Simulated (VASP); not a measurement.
Band structure of GaP (zinc blende). All values below come from modified Becke-Johnson potential (mBJ) with spin-orbit coupling, VASP's PBE PAW potentials (set 64) (plane waves; VASP).

mBJ is a potential without an energy functional, so only the levels count.

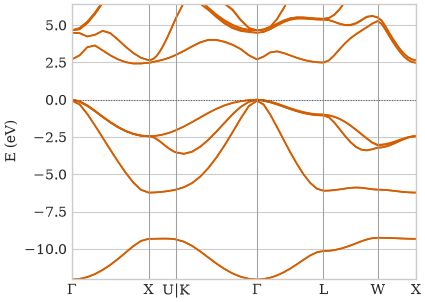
*Bands along high-symmetry lines, zero at the valence-band maximum or, without a gap, the Fermi level*

**Question.** Read the plot: is there a gap, and where are the band edges?

**Answer.** The gap is indirect, 2.42 eV, from the valence maximum at Γ to the conduction minimum at Γ-X at 0.80.

Measured: gap 2.43 eV (computed value off by -0.01 eV), as given by Wei Chen et al., Physical Review Materials (2018), doi:10.1103/physrevmaterials.2.073803 [zero-point renormalisation of 0.08 eV added back (the table's ZPR column)].

The compound is GaP in the zinc blende structure. It was relaxed first. The cell's shape comes from a PBE relaxation.
